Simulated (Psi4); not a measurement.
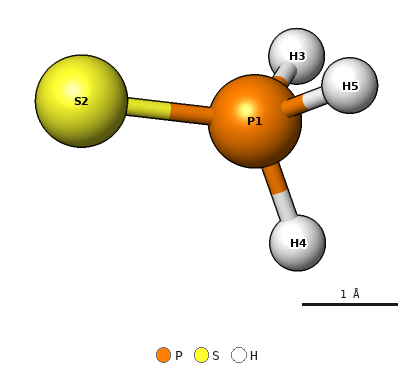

*The input geometry (ball-and-stick view, seen at a tilt; atoms are numbered from 1 in the order of the input).*

## Run report: PH3S, single-point calculation

PH3S, SMILES [PH3]=S, computed with HF/3-21G, RHF (Psi4 1.11).

The geometry comes from this level: GFN2-xTB.

## Log
```
Psi4 1.11 release

   => Loading Basis Set <=

    Name: 3-21G
    Role: ORBITAL
    Keyword: BASIS

         ---------------------------------------------------------
                                   SCF
                              RHF Reference
                        1 Threads,   1525 MiB Core
         ---------------------------------------------------------

  ==> Geometry <==

    Molecular point group: c1
    Full point group: C1

    Geometry (in Angstrom), charge = 0, multiplicity = 1:

       Center              X                  Y                   Z               Mass
    ------------   -----------------  -----------------  -----------------  -----------------
         P           -0.000034517715     0.000035212752    -0.897382003850    30.973761998420
         S           -0.000034517715     0.000035212752     1.016576996150    31.972071174400
         H           -0.000034517715     1.228251505041    -1.557301008034     1.007825032230
         H           -1.062354717394    -0.617026744856    -1.556688627548     1.007825032230
         H            1.064545111614    -0.613424046684    -1.556241124451     1.007825032230

  Running in c1 symmetry.

  Rotational constants: A =      3.69450  B =      0.24941  C =      0.24939 [cm^-1]
  Rotational constants: A = 110758.43394  B =   7477.18854  C =   7476.50158 [MHz]
  Nuclear repulsion =   93.089252985908118

  Charge       = 0
  Multiplicity = 1
  Electrons    = 34
  Nalpha       = 17
  Nbeta        = 17

  ==> Algorithm <==

  SCF Algorithm Type is PK.
  DIIS enabled.
  MOM disabled.
  Fractional occupation disabled.
  Guess Type is SAD.
  Energy threshold   = 1.00e-09
  Density threshold  = 1.00e-08
  Integral threshold = 1.00e-12

  ==> Primary Basis <==

  Basis Set: 3-21G
    Blend: 3-21G
    Number of shells: 20
    Number of basis functions: 32
    Number of Cartesian functions: 32
    Spherical Harmonics?: true
    Max angular momentum: 1

  ==> Integral Setup <==

  Using in-core PK algorithm.
   Calculation information:
      Number of atoms:                   5
      Number of AO shells:              20
      Number of primitives:             39
      Number of atomic orbitals:        32
      Number of basis functions:        32

      Integral cutoff                 1.00e-12
      Number of threads:                 1

  Performing in-core PK
  Using 279312 doubles for integral storage.
  We computed 20603 shell quartets total.
  Whereas there are 22155 unique shell quartets.

  ==> DiskJK: Disk-Based J/K Matrices <==

    J tasked:                  Yes
    K tasked:                  Yes
    wK tasked:                  No
    Memory [MiB]:             1144
    Schwarz Cutoff:          1E-12

  Minimum eigenvalue in the overlap matrix is 1.6558819257E-02.
  Reciprocal condition number of the overlap matrix is 4.4675624009E-03.
    Using symmetric orthogonalization.

  ==> Pre-Iterations <==

  SCF Guess: Superposition of Atomic Densities via on-the-fly atomic UHF (no occupation information).

   -------------------------
    Irrep   Nso     Nmo
   -------------------------
     A         32      32
   -------------------------
    Total      32      32
   -------------------------

  ==> Iterations <==

                        Total Energy        Delta E     RMS |[F,P]|

   @RHF iter SAD:  -736.21532616282093   -7.36215e+02   0.00000e+00
   @RHF iter   1:  -736.14547033332815    6.98558e-02   9.44172e-03 ADIIS/DIIS
   @RHF iter   2:  -736.20864514153664   -6.31748e-02   4.93874e-03 ADIIS/DIIS
   @RHF iter   3:  -736.22624924054753   -1.76041e-02   6.49224e-04 ADIIS/DIIS
   @RHF iter   4:  -736.22685755141549   -6.08311e-04   1.54251e-04 ADIIS/DIIS
   @RHF iter   5:  -736.22690997422035   -5.24228e-05   3.54330e-05 DIIS
   @RHF iter   6:  -736.22691336125138   -3.38703e-06   6.71534e-06 DIIS
   @RHF iter   7:  -736.22691346798490   -1.06734e-07   1.19723e-06 DIIS
   @RHF iter   8:  -736.22691346940292   -1.41802e-09   1.35896e-07 DIIS
   @RHF iter   9:  -736.22691346942509   -2.21689e-11   1.61035e-08 DIIS
   @RHF iter  10:  -736.22691346942611   -1.02318e-12   1.66883e-09 DIIS
  Energy and wave function converged.

  ==> Post-Iterations <==

    Orbital Energies [Eh]
    ---------------------

    Doubly Occupied:

       1A    -91.259349     2A    -79.484047     3A     -8.863427
       4A     -7.566552     5A     -6.539610     6A     -6.532993
       7A     -6.532992     8A     -5.453766     9A     -5.450151
      10A     -5.450147    11A     -1.045771    12A     -0.848092
      13A     -0.616735    14A     -0.616441    15A     -0.495977
      16A     -0.345927    17A     -0.345891

    Virtual:

      18A      0.153957    19A      0.164998    20A      0.165348
      21A      0.220953    22A      0.533633    23A      0.549014
      24A      0.549029    25A      0.608161    26A      0.750446
      27A      0.780775    28A      0.780846    29A      0.878246
      30A      1.187775    31A      1.232467    32A      1.232732

    Final Occupation by Irrep:
              A
    DOCC [    17 ]
    NA   [    17 ]
    NB   [    17 ]

  @RHF Final Energy:  -736.22691346942611

   => Energetics <=

    Nuclear Repulsion Energy =             93.0892529859081179
    One-Electron Energy =               -1203.7365987742111884
    Two-Electron Energy =                 374.4204323188768626
    Total Energy =                       -736.2269134694261083

Computation Completed

Properties will be evaluated at   0.000000,   0.000000,   0.000000 [a0]

Properties computed using the SCF density matrix

 Multipole Moments:

 ------------------------------------------------------------------------------------
     Multipole            Electronic (a.u.)      Nuclear  (a.u.)        Total (a.u.)
 ------------------------------------------------------------------------------------

 L = 1.  Multiply by 2.5417464519 to convert [e a0] to [Debye]
 Dipole X            :         -0.0024331            0.0020519           -0.0003812
 Dipole Y            :          0.0023806           -0.0020932            0.0002874
 Dipole Z            :          1.5423452           -3.5257166           -1.9833714
 Magnitude           :                                                    1.9833715

 ------------------------------------------------------------------------------------

	total time  =          1 seconds =       0.02 minutes

Properties will be evaluated at   0.000000,   0.000000,   0.000000 [a0]
OEProp: No title given, name of density matrix used for the following properties is 'SCF density'

 Multipole Moments:

 ------------------------------------------------------------------------------------
     Multipole            Electronic (a.u.)      Nuclear  (a.u.)        Total (a.u.)
 ------------------------------------------------------------------------------------

 L = 1.  Multiply by 2.5417464519 to convert [e a0] to [Debye]
 Dipole X            :         -0.0024331            0.0020519           -0.0003812
 Dipole Y            :          0.0023806           -0.0020932            0.0002874
 Dipole Z            :          1.5423452           -3.5257166           -1.9833714
 Magnitude           :                                                    1.9833715

 ------------------------------------------------------------------------------------

  Mayer Bond Indices:

  Irrep: 1 Size: 5 x 5

                 1                   2                   3                   4                   5

    1     0.00000000000000     1.15707336597211     0.82729065961862     0.82733184221630     0.82731640092817
    2     1.15707336597211     0.00000000000000     0.07824933653455     0.07821255709678     0.07824423197738
    3     0.82729065961862     0.07824933653455     0.00000000000000     0.01672721158789     0.01662494157800
    4     0.82733184221630     0.07821255709678     0.01672721158789     0.00000000000000     0.01660181208084
    5     0.82731640092817     0.07824423197738     0.01662494157800     0.01660181208084     0.00000000000000

  Atomic Valences:

 #  #
 Irrep: 1
      1:    3.639012268735202
      2:    1.391779491580822
      3:    0.938892149319065
      4:    0.938873422981805
      5:    0.938787386564401

  Wiberg Bond Indices using Orthogonal Lowdin Orbitals:

  Irrep: 1 Size: 5 x 5

                 1                   2                   3                   4                   5

    1     0.00000000000000     1.41976452297223     0.89747616993257     0.89750826085813     0.89750687630752
    2     1.41976452297223     0.00000000000000     0.09582127888144     0.09579698721129     0.09581453659584
    3     0.89747616993257     0.09582127888144     0.00000000000000     0.00875659882994     0.00873923493191
    4     0.89750826085813     0.09579698721129     0.00875659882994     0.00000000000000     0.00873159763870
    5     0.89750687630752     0.09581453659584     0.00873923493191     0.00873159763870     0.00000000000000

  Atomic Valences:

 #  #
 Irrep: 1
      1:    4.112255830070440
      2:    1.707197325660798
      3:    1.010793282575854
      4:    1.010793444538052
      5:    1.010792245473962

    Psi4 run time: 0:00:01.07
```

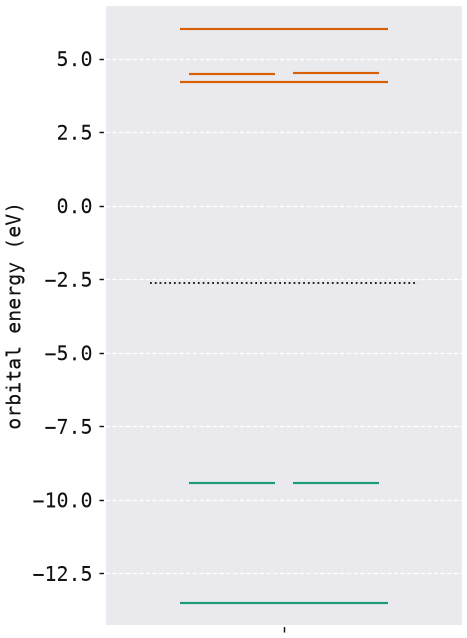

*Orbital energies near the frontier; the dotted line parts filled from empty levels, and levels within 0.02 eV of each other stand side by side.*

Highest filled −9.41 eV, lowest empty 4.19 eV, 13.60 eV apart.

This output came from the following input.

## Input file (input.dat)
```
memory 1600 mb

molecule {
  0 1
  P
  S 1 r2
  H 1 r3 2 a3
  H 1 r4 3 a4 2 d4
  H 1 r5 4 a5 3 d5

  r2 = 1.913959
  r3 = 1.394277
  a3 = 118.24908
  r4 = 1.394265
  a4 = 99.55814
  d4 = 129.40777
  r5 = 1.394187
  a5 = 99.41518
  d5 = -101.32845
  units angstrom
  symmetry c1
}

set basis 3-21G
set puream true
set e_convergence 1e-09
set d_convergence 1e-08
set scf_type pk

e, wfn = energy("scf", return_wfn=True)
oeprop(wfn, "WIBERG_LOWDIN_INDICES", "DIPOLE", "MAYER_INDICES")
```

Launched with:
```bash
psi4 input.dat output.dat -n 1
```

## Key numbers

| quantity | value |
| --- | --- |
| outcome | converged |
| total energy | −736.226913 hartree |
| basis functions | 32 |
| HOMO | −9.41 eV |
| LUMO | 4.19 eV |
| dipole moment | 5.04 D |
| hardware | 1 thread of AMD EPYC (Zen 3), 192 GiB of memory available, shared host |
| wall time | 2.9 s |
| peak memory | 0.18 GiB |
